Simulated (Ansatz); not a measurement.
```xyz
2
Lattice="3.6605 0.0000 0.0000 0.0000 3.6605 0.0000 0.0000 0.0000 3.0088" Properties=species:S:1:pos:R:3 pbc="T T T"
Be    1.8302    1.8302    1.5044
Sb    0.0000    0.0000    1.5043
```

Space group P4/mmm; a structure generated by program, which may or may not match a known phase; computed without spin polarisation.

All numbers below come from DFT PBE, scalar-relativistic, plane waves, PAW (Ansatz).

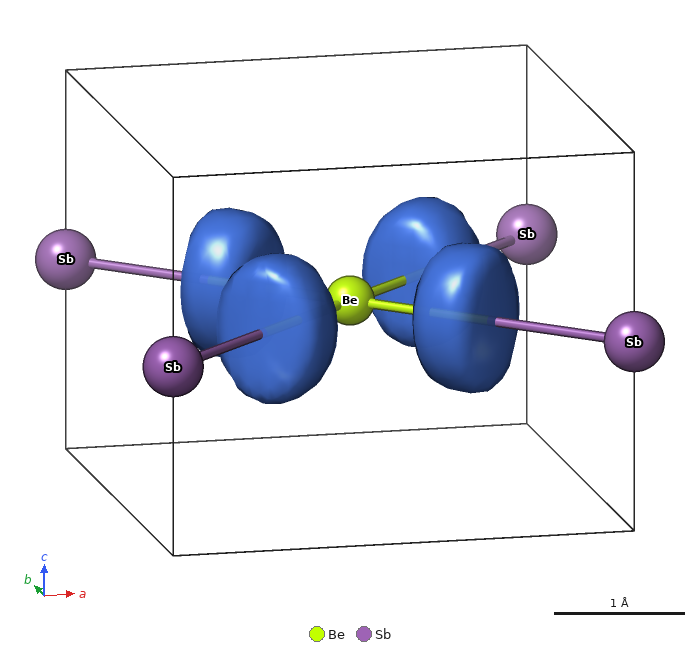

BeSb. Isosurface of the electron localisation function at 0.65 (blue), seen slightly off an axis. Core shells and regions of very low density are left out. Sticks mark near contacts.

Core electrons are frozen (PAW), and the valence fields are smoothed inside the atomic spheres.

Question: Identify the bonds, lone pairs and shells in this picture.

Answer: At this value the surface marks out four regions between bonded Be–Sb atoms, counted in one cell of 2 atoms. Any copies at cell faces, edges or corners count once. Along the contacts the grid gives the following. Be–Sb (2.59 Å): the ELF peaks at about 0.80 between the atoms. Sb–Sb (3.01 Å): the ELF reaches about 0.50 near the midpoint.
